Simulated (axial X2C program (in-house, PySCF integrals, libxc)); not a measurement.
**Run report: AuSn, relativistic diatomic calculation**

AuSn, single determinant with Ω = 1/2. The distance is the PBE0 minimum at charge 0. Computed at this level: expectation values, HF and Kohn-Sham, two-component X2C with atomic mean-field Coulomb and Gaunt terms, Au dyall-cv3z, Sn dyall-cv3z (cores contracted) (axial X2C program (in-house, PySCF integrals, libxc)).

Log:
```
two-component X2C + atomic mean field  PBE0
basis functions 307  fitting functions 1502  grid points 5805
iter        total energy     max residual
   1     -25190.742165948     3.16e-05
   2     -25190.742165948     3.20e-06
converged
one-electron -36182.22011700  Coulomb 10723.35501001  exact exchange -131.94415091  xc functional -403.94505876  nuclear repulsion 825.20725746  atomic mean-field constant -21.19510674
```

Expectation values by level of theory:

| quantity | PBE0 | HF | r2SCAN | BP86 | B3LYP |
| --- | --- | --- | --- | --- | --- |
| effective field for an electron dipole moment (GV/cm) | −0.613 | 3.11 | 2.80 | −0.799 | 0.242 |
| field gradient at the first nucleus (a.u.) | 1.97 | −0.315 | 2.35 | 2.80 | 2.28 |
| field gradient at the second nucleus (a.u.) | −2.88 | −4.22 | −2.50 | −2.27 | −2.61 |
| A∥/gI, first nucleus (MHz) | 1480 | 2500 | 1220 | 1270 | 1050 |
| A∥/gI, second nucleus (MHz) | 2430 | 2300 | 2610 | 2420 | 2330 |

Each column comes from one determinant, in a basis with contracted cores. The levels disagree widely: the effective field runs from −0.799 to 3.11 GV/cm, A∥/gI at the first nucleus runs from 1050 to 2500 MHz and the field gradient at the first nucleus runs from −0.315 to 2.80 a.u. They may not all have settled in the same state, and these values aren't reliable properties of the molecule.

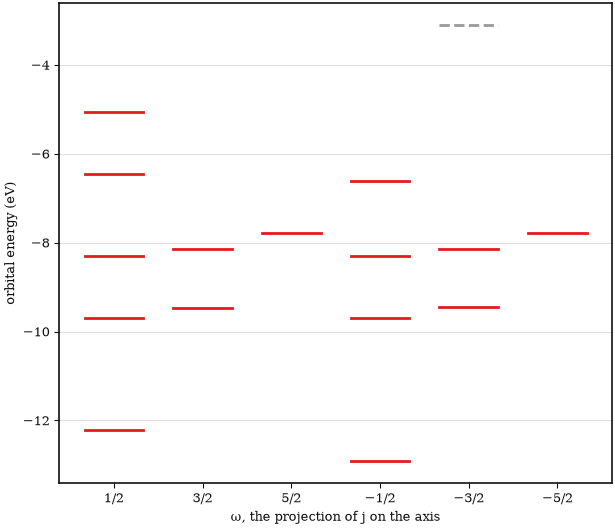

Figure 1. Orbital energies (PBE0) near the frontier at 2.53 Å, filled (solid) and empty (dashed). The highest filled spinor (1/2; 81 % Sn p, 9 % Au p) lies at −5.06 eV, the lowest empty one (−3/2; 80 % Sn p, 11 % Au p) at −3.11 eV.

The input:
```
{"zs": [79, 50], "q": 0, "bas": ["dyall-cv3z", "dyall-cv3z"], "r0": 2.64, "levels": ["PBE0", "HF", "r2SCAN", "BP86", "B3LYP"], "nst": 2}
```

The line is the task of a batch: nuclear charges, charge, bases, the levels to run, a first guess of the distance and further settings. This report covers the levels named above. The log is that of the reference distance, started from orbitals converged before.

Launched within a batch (the task file carries these settings):
```bash
python <driver script> task.json out
```

Key numbers:

```tsv
quantity	value
outcome	converged; the levels of theory disagree widely
hardware	1 thread of Arm Neoverse V2, 24 GiB of memory available, shared host
wall time	12 s
peak memory	0.79 GiB
```
